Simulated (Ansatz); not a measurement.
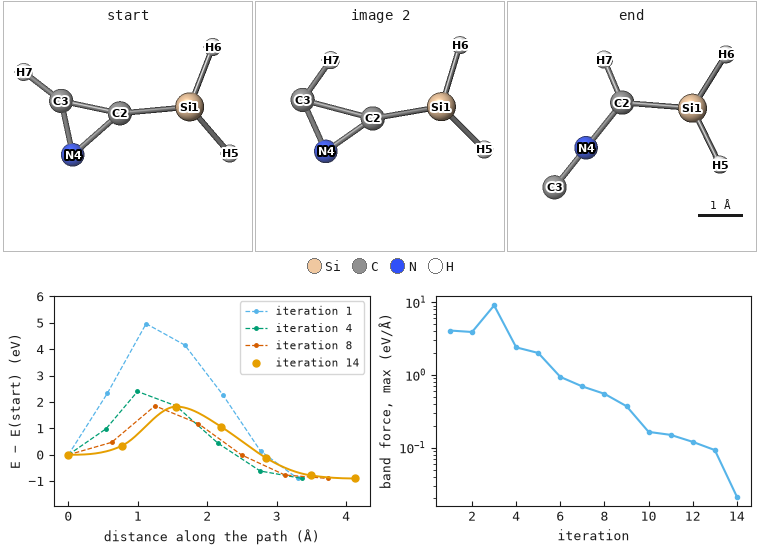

A nudged-elastic-band calculation for C2H3NSi. Images are numbered from 0 (start) to 6 (end). The plot follows the band through its iterations. A ball-and-stick model, seen from a free direction.

Level of theory: UKS revPBE-D4/def2-SVP (Ansatz). Set-up: 5 movable images; climbing image; force threshold 0.05 eV/Å; iteration limit 60; starting path by straight interpolation.

Q: How did the profile develop, and is the result final?

A: The run is converged, with reservations. The band converged in 14 iterations. The largest component of the band force went from 4.1 to 0.021 eV/Å. The climbing image converged on the top of the path. Its curvatures weren't checked. The straight starting path can push atoms close together and costs iterations. The first iteration put the highest image at 4.97 eV. Forward barrier 1.83 eV, backward barrier 2.72 eV, with image 2 at the top; the reaction energy is −0.90 eV.

The run took 2.2 min on 2 threads of Intel(R) Xeon(R) Platinum 8259CL CPU @ 2.50GHz (Skylake/Cascade Lake), with other jobs on the host, peak memory 0.21 GiB.
